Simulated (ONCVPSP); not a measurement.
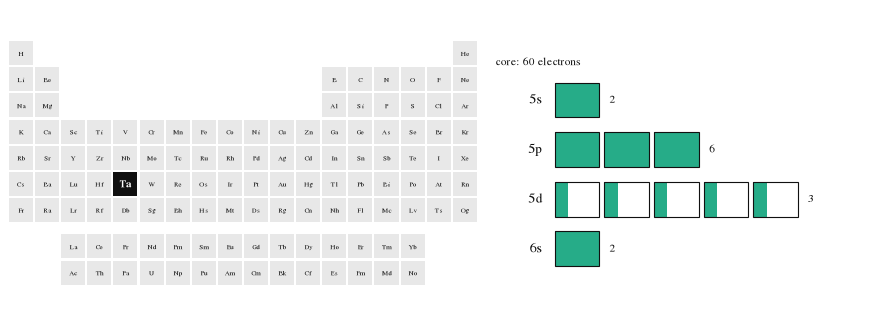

**Figure 1.** Left, the place of tantalum in the periodic table; right, the valence shells of the reference configuration: a box for each of the 2l + 1 orbitals, shaded by the share of the shell that is filled, with the electron count at the right.

# Run report: Ta, pseudopotential generation

System: tantalum (Ta, Z = 73), core [Kr] 4d10 4f14, reference valence 5s2 5p6 5d3 6s2, valence charge 13.
Method: ONCV potential, BLYP, scalar-relativistic, made with ONCVPSP 4.0.1.

Key numbers:

- outcome: generated
- cutoffs needed: 25 Ha and 29 Ha (the cutoffs at which the residual kinetic energy of the hardest occupied pseudo-wave falls to 1 and 0.1 mHa per electron)
- ghost test: no bound ghost flagged; no localised positive-energy state flagged (flags above 300 eV left out)
- largest excitation error: -129 meV (all-electron minus pseudo) for 5s2 5p6 5d2 6s0, out of 4 test configurations
- rms error of d²Exc/dni dnj: 6.63 mHa without and 3.22 mHa with the model core
- range over which the phases arctan(r R′/R) at the test radius agree within 0.05 rad (a looser test near the poles than one of phase shifts): s: over the whole range computed; p: over the whole range computed; d: over the whole range computed; f: not judged, local potential alone
- hardware: 1 CPU thread, shared host
- wall time: 6.4 s

Input:
```
# ATOM AND REFERENCE CONFIGURATION
# atsym  z   nc   nv     iexc    psfile
  Ta 73.00   10    4  -106131      upf
#
#   n    l    f
    1    0    2.00
    2    0    2.00
    2    1    6.00
    3    0    2.00
    3    1    6.00
    3    2   10.00
    4    0    2.00
    4    1    6.00
    4    2   10.00
    4    3   14.00
    5    0    2.00
    5    1    6.00
    5    2    3.00
    6    0    2.00
#
# PSEUDOPOTENTIAL AND OPTIMIZATION
# lmax
    2
#
#   l,   rc,      ep,       ncon, nbas, qcut
    0    1.45    0.00    4    9    8.00
    1    2.05    0.00    4    9    5.70
    2    2.25    0.00    4    9    7.30
#
# LOCAL POTENTIAL
# lloc, lpopt,  rc(5),   dvloc0
    4    5    1.45    1.00
#
# VANDERBILT-KLEINMAN-BYLANDER PROJECTORs
# l, nproj, debl
    0    2    3.60
    1    2    3.90
    2    2    1.00
#
# MODEL CORE CHARGE
# icmod, fcfact, rcfact
    3    5.25    1.75
#
# LOG DERIVATIVE ANALYSIS
# epsh1, epsh2, depsh
   -4.00    5.00    0.02
#
# OUTPUT GRID
# rlmax, drl
    6.00    0.01
#
# TEST CONFIGURATIONS
# ncnf
    4
# nvcnf
#   n    l    f
    4
    5    0    2.00
    5    1    6.00
    5    2    3.00
    6    0    1.00
#
    4
    5    0    2.00
    5    1    6.00
    5    2    3.00
    6    0    0.00
#
    4
    5    0    2.00
    5    1    6.00
    5    2    2.00
    6    0    0.00
#
    4
    5    0    2.00
    5    1    6.00
    5    2    4.00
    6    0    1.00
#
```

Command:
```bash
oncvpsp.x < Ta.dat > Ta.out
```

Log (extracts):
```
ONCVPSP  (Optimized Norm-Conservinng Vanderbilt PSeudopotential)
scalar-relativistic version 4.0.1

#   n    l    f        energy (Ha)
    1    0    2.00    -2.4761334E+03
    2    0    2.00    -4.2542035E+02
    2    1    6.00    -3.7279383E+02
    3    0    2.00    -9.7442818E+01
    3    1    6.00    -8.1794167E+01
    3    2   10.00    -6.3541686E+01
    4    0    2.00    -1.9852701E+01
    4    1    6.00    -1.4720098E+01
    4    2   10.00    -8.1539793E+00
    4    3   14.00    -8.9871742E-01
    5    0    2.00    -2.6761094E+00
    5    1    6.00    -1.4407476E+00
    5    2    3.00    -1.2684450E-01
    6    0    2.00    -1.9534050E-01

Reference configufation results
  iterations    27
  all-electron total energy (Ha)   -1.56054937D+04

Begin loop to  construct optimized pseudo wave functions
and semi-local pseudopoentials for all angular momenta

Calculating optimized projector #   1

 for l=   0

    Fraction of norm inside rc  0.839779
    Optimizing pswf for qcut=   8.00 a_B^-1,  ecut=  32.00 Ha
    Residual kinetic energy error=  1.55D-05 Ha

    Energy error per electron        Cutoff
         Ha          eV             Ha
         0.01000     0.27211       20.11
         0.00100     0.02721       25.13
         0.00010     0.00272       28.85
         0.00001     0.00027       38.60

Calculating optimized projector #   2

 for l=   0

    Fraction of norm inside rc  0.040612
    Optimizing pswf for qcut=   8.00 a_B^-1,  ecut=  32.00 Ha
    Residual kinetic energy error=  4.84D-06 Ha

    Energy error per electron        Cutoff
         Ha          eV             Ha
         0.01000     0.27211       15.88
         0.00100     0.02721       22.13
         0.00010     0.00272       26.95
         0.00001     0.00027       30.78

   Wellstate for l =  1  n =  8
     eigenvalue =   2.4593
     asymptotic potential =   2.9593
     half-point radius =  4.3779

Calculating optimized projector #   1

 for l=   1

    Fraction of norm inside rc  0.935166
    Optimizing pswf for qcut=   5.70 a_B^-1,  ecut=  16.22 Ha
    Residual kinetic energy error=  7.48D-07 Ha

    Energy error per electron        Cutoff
         Ha          eV             Ha
         0.01000     0.27211        8.49
         0.00100     0.02721       10.97
         0.00010     0.00272       12.92
         0.00001     0.00027       14.56

Calculating optimized projector #   2

 for l=   1

    Fraction of norm inside rc  0.122079
    Optimizing pswf for qcut=   5.70 a_B^-1,  ecut=  16.22 Ha
    Residual kinetic energy error=  4.07D-05 Ha

    Energy error per electron        Cutoff
         Ha          eV             Ha
         0.01000     0.27211        8.08
         0.00100     0.02721       10.55
         0.00010     0.00272       12.73
         0.00001     0.00027       53.30

   Wellstate for l =  2  n =  6
     eigenvalue =   0.8732
     asymptotic potential =   1.3732
     half-point radius =  3.7178

Calculating optimized projector #   1

 for l=   2

    Fraction of norm inside rc  0.592372
    Optimizing pswf for qcut=   7.31 a_B^-1,  ecut=  26.71 Ha
    Residual kinetic energy error=  5.46D-09 Ha

    Energy error per electron        Cutoff
         Ha          eV             Ha
         0.01000     0.27211       10.03
         0.00100     0.02721       13.77
         0.00010     0.00272       17.10
         0.00001     0.00027       19.96

Calculating optimized projector #   2

 for l=   2

    Fraction of norm inside rc  0.226880
    Optimizing pswf for qcut=   7.31 a_B^-1,  ecut=  26.71 Ha
    Residual kinetic energy error=  1.43D-08 Ha

    Energy error per electron        Cutoff
         Ha          eV             Ha
         0.01000     0.27211       10.76
         0.00100     0.02721       14.34
         0.00010     0.00272       17.70
         0.00001     0.00027       20.73

Construct Vanderbilt / Kleinmman-Bylander projectors

B matrix Hermiticity error, ll=   0
   1   2    3.1802E-04

  Orthonormal projector coefficients  1.1372E+01 -1.8810E-01

B matrix Hermiticity error, ll=   1
   1   2    4.2751E-04

  Orthonormal projector coefficients  4.0055E+00  5.5969E-01

B matrix Hermiticity error, ll=   2
   1   2    9.8962E-05

  Orthonormal projector coefficients  2.0162E+00  2.3238E-01

Model core correction analysis
  based on d2Exc/dn_idn_j

d2excae - all-electron derivatives

   -2.621380D-02   -2.303751D-02   -9.459594D-03   -1.824784D-03
   -2.303750D-02   -2.323988D-02   -1.282425D-02   -3.045716D-03
   -9.459576D-03   -1.282424D-02   -1.613333D-02   -1.274261D-02
   -1.824712D-03   -3.045468D-03   -1.274130D-02   -2.057796D-02

d2excps - pseudofunction derivatives with no core correction

   -4.367992D-02   -3.511531D-02   -1.264208D-02   -3.116054D-03
   -3.511637D-02   -3.145640D-02   -1.518008D-02   -4.038955D-03
   -1.264236D-02   -1.518022D-02   -1.765413D-02   -1.314351D-02
   -3.116214D-03   -4.038743D-03   -1.314218D-02   -2.097635D-02

rms 2nd derivative error    6.632351E-03

rmatch, rhocmatch    0.9832    8.8710

Teter function model core charge with specified parameters

d2excps - pseudofunction derivatives with core correction

   -2.144759D-02   -1.773172D-02   -7.289496D-03   -1.713803D-03
   -1.773176D-02   -1.651223D-02   -9.401181D-03   -2.798395D-03
   -7.289486D-03   -9.401151D-03   -1.344776D-02   -1.197584D-02
   -1.713755D-03   -2.798201D-03   -1.197444D-02   -1.997601D-02

rms 2nd derivative error    3.221331E-03

Pseudoatom total energy  -59.165002

Diagnostic tests using Vanderbilt-Kleinman-Bylander pseudopotentials
  1 or more projectors used as specified by nproj input data

   l    rcore       rmatch      e in        delta e   norm test  slope test

   0   1.4504662   1.4945055  -2.6761094  -0.0000259   1.0002421   1.0002442
   0   1.4504662   1.4945055  -0.1953405   0.0000039   1.0000291   1.0000570

   1   2.0520621   2.1143672  -1.4407476   0.0000005   1.0001154   1.0001161
   1   2.0520621   2.1143672   2.4592524   0.0000364   1.0002081   1.0002081

   2   2.2581781   2.3267413  -0.1268445   0.0000007   1.0000513   1.0000600
   2   2.2581781   2.3267413   0.8731555   0.0000064   1.0001992   1.0001992

 Testing for bound ghosts
   n   l    E NL Schr. Eq   E Basis Diag.   E Cutoff

   1   0       -2.676135       -2.676128    166.19
   2   0       -0.195337       -0.055896    166.19

   2   1       -1.440747       -1.440746     94.28

   3   2       -0.126844       -0.124394     86.86

 Testing for highly-localized positive-energy ghosts
       l    <radius>/rc     E Basis Diag.   E Cutoff

       0        0.782000       11.180543    166.19  WARNING - GHOST(+)

Test configuration 0

   n   l     f        eae           eps        diff
   1   0  2.0000-2476.13337839
   2   0  2.0000 -425.42035031
   2   1  6.0000 -372.79382766
   3   0  2.0000  -97.44281820
   3   1  6.0000  -81.79416702
   3   2 10.0000  -63.54168597
   4   0  2.0000  -19.85270112
   4   1  6.0000  -14.72009783
   4   2 10.0000   -8.15397929
   4   3 14.0000   -0.89871742
   5   0  2.0000   -2.67610937   -2.67613532   -2.59D-05
   5   1  6.0000   -1.44074764   -1.44074716    4.80D-07
   5   2  3.0000   -0.12684450   -0.12684378    7.14D-07
   6   0  2.0000   -0.19534050   -0.19533661    3.89D-06

    Total energies and differences
      AE_ref= -1.56054937D+04  AE_tst= -1.56054937D+04  dif=  0.00D+00
      PS_ref= -5.91650021D+01  PS_tst= -5.91650021D+01  dif= -1.63D-13
      PSP excitation error=  1.63D-13

Test configuration 1

   n   l     f        eae           eps        diff
   1   0  2.0000-2476.40199710
   2   0  2.0000 -425.68721167
   2   1  6.0000 -373.06075274
   3   0  2.0000  -97.70970992
   3   1  6.0000  -82.06106263
   3   2 10.0000  -63.80848422
   4   0  2.0000  -20.11967175
   4   1  6.0000  -14.98704578
   4   2 10.0000   -8.42082854
   4   3 14.0000   -1.16543555
   5   0  2.0000   -2.94266044   -2.94284780   -1.87D-04
   5   1  6.0000   -1.70759260   -1.70763710   -4.45D-05
   5   2  3.0000   -0.38216070   -0.38228358   -1.23D-04
   6   0  1.0000   -0.42676614   -0.42716121   -3.95D-04

    Total energies and differences
      AE_ref= -1.56054937D+04  AE_tst= -1.56051853D+04  dif=  3.08D-01
      PS_ref= -5.91650021D+01  PS_tst= -5.88562742D+01  dif=  3.09D-01
      PSP excitation error= -2.69D-04

Test configuration 2

   n   l     f        eae           eps        diff
   1   0  2.0000-2476.71467238
   2   0  2.0000 -425.99751745
   2   1  6.0000 -373.37116009
   3   0  2.0000  -98.01963013
   3   1  6.0000  -82.37099163
   3   2 10.0000  -64.11834291
   4   0  2.0000  -20.42969081
   4   1  6.0000  -15.29706040
   4   2 10.0000   -8.73074017
   4   3 14.0000   -1.47501451
   5   0  2.0000   -3.25141589   -3.25289104   -1.48D-03
   5   1  6.0000   -2.01541135   -2.01658299   -1.17D-03
   5   2  3.0000   -0.67253932   -0.67365765   -1.12D-03

    Total energies and differences
      AE_ref= -1.56054937D+04  AE_tst= -1.56046321D+04  dif=  8.62D-01
      PS_ref= -5.91650021D+01  PS_tst= -5.83020508D+01  dif=  8.63D-01
      PSP excitation error= -1.34D-03

Test configuration 3

   n   l     f        eae           eps        diff
   1   0  2.0000-2477.17844103
   2   0  2.0000 -426.46294144
   2   1  6.0000 -373.83664090
   3   0  2.0000  -98.48181075
   3   1  6.0000  -82.83319539
   3   2 10.0000  -64.58109761
   4   0  2.0000  -20.89177802
   4   1  6.0000  -15.75936938
   4   2 10.0000   -9.19336437
   4   3 14.0000   -1.93655731
   5   0  2.0000   -3.70848850   -3.71606109   -7.57D-03
   5   1  6.0000   -2.46224693   -2.46954908   -7.30D-03
   5   2  2.0000   -1.06999617   -1.07605066   -6.05D-03

    Total energies and differences
      AE_ref= -1.56054937D+04  AE_tst= -1.56037651D+04  dif=  1.73D+00
      PS_ref= -5.91650021D+01  PS_tst= -5.74316841D+01  dif=  1.73D+00
      PSP excitation error= -4.74D-03

Test configuration 4

   n   l     f        eae           eps        diff
   1   0  2.0000-2476.07598885
   2   0  2.0000 -425.35985039
   2   1  6.0000 -372.73342484
   3   0  2.0000  -97.38308871
   3   1  6.0000  -81.73443827
   3   2 10.0000  -63.48168135
   4   0  2.0000  -19.79282931
   4   1  6.0000  -14.66008935
   4   2 10.0000   -8.09367692
   4   3 14.0000   -0.83838921
   5   0  2.0000   -2.61604140   -2.61558345    4.58D-04
   5   1  6.0000   -1.38490663   -1.38426025    6.46D-04
   5   2  4.0000   -0.09335279   -0.09305399    2.99D-04
   6   0  1.0000   -0.17966816   -0.18006063   -3.92D-04

    Total energies and differences
      AE_ref= -1.56054937D+04  AE_tst= -1.56054160D+04  dif=  7.77D-02
      PS_ref= -5.91650021D+01  PS_tst= -5.90867209D+01  dif=  7.83D-02
      PSP excitation error= -5.35D-04
```

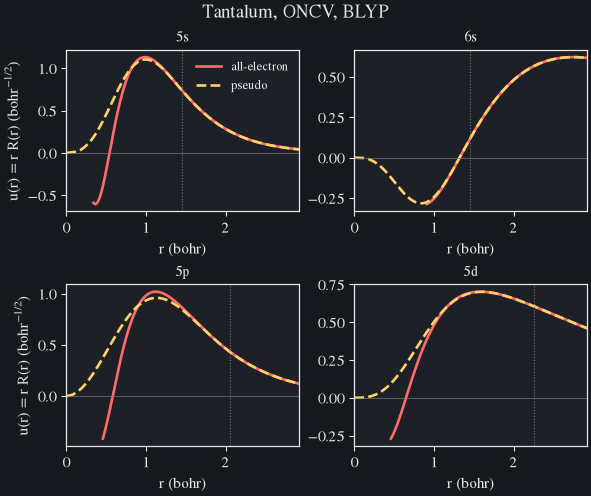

**Figure 2.** Partial waves u(r) = r R(r), all-electron (solid) and pseudo (dashed). Dotted lines mark the matching radii. The innermost oscillations of some all-electron curves aren't drawn. Pseudo-waves: 5s has no node; 6s has a node at about 1.3 bohr; 5p has no node; 5d has no node. A node in 6s is expected, since a lower shell of the same l is also in the valence and the two must stay orthogonal.

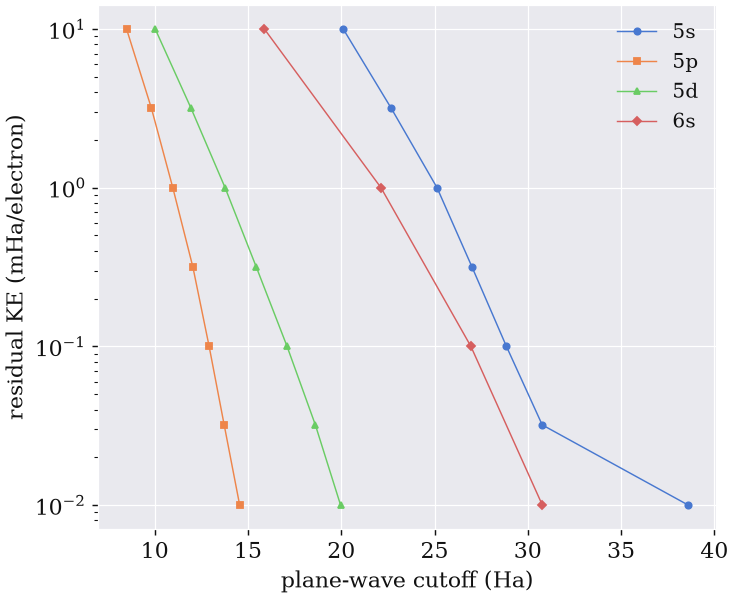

**Figure 3.** Residual kinetic energy of the pseudo-waves (the first of each channel, and further valence shells) beyond the plane-wave cutoff, as the generator prints it.

- Cutoffs for 1 mHa per electron: 5s: 25 Ha; 6s: 22 Ha; 5d: 14 Ha; 5p: 11 Ha.
- Cutoffs for the occupied states: 25 Ha for 1 mHa and 29 Ha for 0.1 mHa per electron. The first is set by 5s.

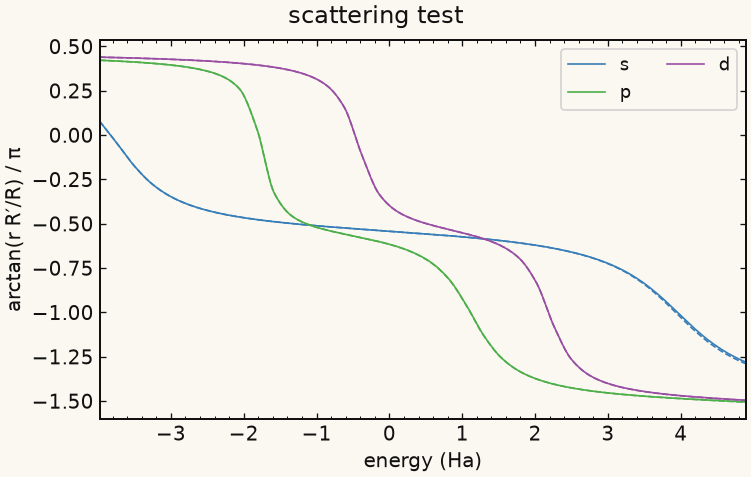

**Figure 4.** Unwrapped phase arctan(r R′/R) in units of π against energy, all-electron (solid) and pseudo (dashed); the pseudo phase is matched to the all-electron one at the reference energy. Here R(r) is the radial function. Not drawn: f: not judged.

- Poles, where the radial function vanishes at the test radius: s: all-electron at -1.3 Ha, pseudo at -1.3 Ha; p: all-electron at -1.1 and 4.6 Ha, pseudo at -1.1 and 4.6 Ha; d: all-electron at 0.5 Ha, pseudo at 0.5 Ha.
- Range over which the phases agree within 0.05 rad: s: over the whole range drawn; p: over the whole range drawn; d: over the whole range drawn.
- Ghost states: the plot shows none: the two phases stay within 0.04 rad of each other in all channels drawn. The separate test gives: no bound ghost flagged; no localised positive-energy state flagged (flags above 300 eV left out).

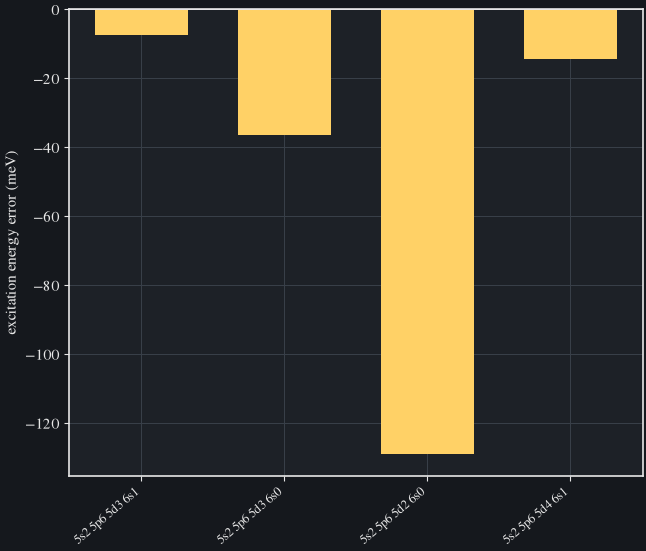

**Figure 5.** Errors, all-electron minus pseudo, of the energies of valence configurations relative to the unpolarised reference 5s2 5p6 5d3 6s2.

- Worst configuration: 5s2 5p6 5d2 6s0 (charge +3): the error is -129 meV on an all-electron energy of +47.04 eV relative to the reference, or 0.27 %.
- Configurations within 10 meV and within 50 meV: 1 and 3 of 4.
- Errors in meV: 5s2 5p6 5d3 6s1: -7.3; 5s2 5p6 5d3 6s0: -36; 5s2 5p6 5d2 6s0: -129; 5s2 5p6 5d4 6s1: -15.
